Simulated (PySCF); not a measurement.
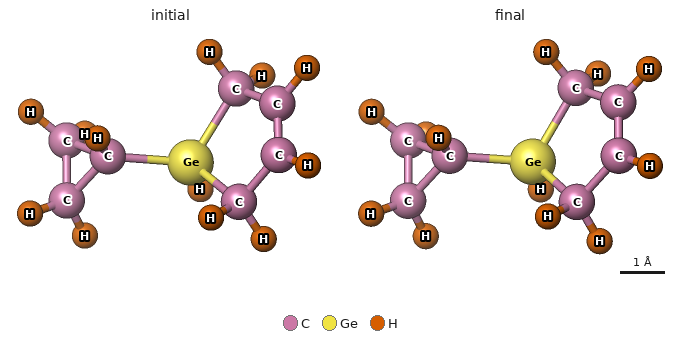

The structure of C7H12Ge before (left) and after (right) a relaxation, at one scale.

The picture is a ball-and-stick view, seen at a tilt.

The start comes from GFN2-xTB. Its atoms were then displaced at random by about 0.01 Å.

These are results of PBE0-D3(BJ)/def2-SVP geometry optimisation, gas phase (PySCF), not measurements. 

What changed between the two?

Answer. The atom that moves furthest after the best rigid fit is an H atom (0.11 Å). By element the largest moves are H 0.11 Å, Ge 0.05 Å, C 0.05 Å. Near-neighbour distances that change, for instance: C–Ge 2.034 → 1.974 Å, Ge–H 1.498 → 1.546 Å, C–C 1.307 → 1.342 Å, C–H 1.071 → 1.103 Å. Bond angles that change, for instance: C–C–H 108.3° → 111.9°, C–C–H 115.8° → 119.3°, C–Ge–C 90.4° → 93.4°. Over 5 geometry steps the energy falls by 0.215 eV. Cost: 4 min on 1 thread of Intel(R) Xeon(R) Processor @ 2.70GHz, with other jobs on the host.
